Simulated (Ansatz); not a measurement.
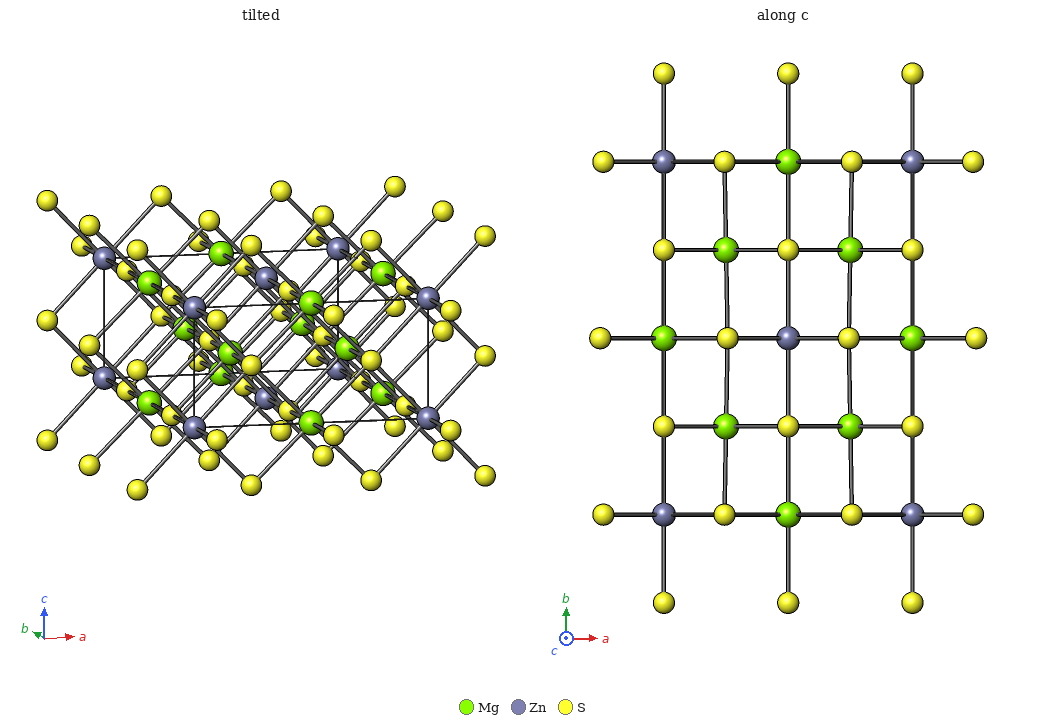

Ball-and-stick model, viewed slightly off an axis and along the c axis. The edges of the conventional unit cell are marked. A few atoms beyond the faces are included.

Mg₃ZnS₄, space group Cmmm (No. 65), a = 7.344 Å, b = 10.427 Å, c = 3.676 Å, α = 90.00°, β = 90.00°, γ = 90.00°. The structure comes from a structure type filled with these elements by a generator (whether the compound takes this form wasn't checked). Earlier steps of the study, as a rule a relaxation of our own, may have changed the cell and positions, so they can lie some per cent off the listed ones. It was run through Ansatz as a DFT input.

This one geometry was computed with Ansatz (DFT, plane waves, PAW) at three levels of theory: PBE, r2SCAN and LDA.

Q: Which level gives the highest pressure at this volume, and what does that say about its equilibrium volume?

A: Highest: PBE (0.0 GPa), which points to the largest equilibrium volume. Lowest, with the smallest volume: LDA (-5.0 GPa). Levels within 0.5 GPa of each other can't be told apart.

Q: How does the band gap change with the level of theory?

A: LDA: a gap of 1.00 eV, indirect; PBE: a gap of 1.23 eV, indirect; r2SCAN: a gap of 1.77 eV, indirect.

Q: Collect the results in a table.

A:
| level | cutoff (eV) | k-mesh of the run's cell | gap (eV) | pressure (GPa) |
| --- | --- | --- | --- | --- |
| PBE | 420 | 6×6×8 | 1.23 | 0.0 |
| r2SCAN | 500 | 6×6×8 | 1.77 | -1.5 |
| LDA | 420 | 6×6×8 | 1.00 | -5.0 |

Gaps are taken on the k-mesh or band path of each run.
